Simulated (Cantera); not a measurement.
Input: 1 mol MgO, a varied amount of SO2, 12 mol N2, at 1898 K and 1330 Pa.

Method: chemical equilibrium by Gibbs-energy minimisation in Cantera with the NASA 1993 tables (ideal gas, pure condensed phases). Candidate condensed phases: Mg, MgO, MgS, MgSO4, S; 22 gas species. Equilibrium is a limit: real reactors are often held back by kinetics, nucleation or transport.

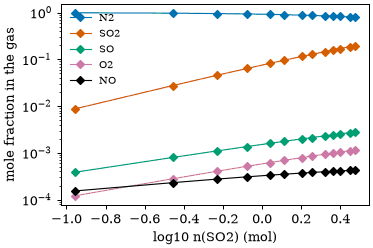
Figure. Equilibrium gas composition (values under 1e-9 drawn at 1e-9)

From 0.11 mol SO2 to 3 mol SO2 the condensed part is MgO(s). The main Mg-bearing gas is Mg throughout.
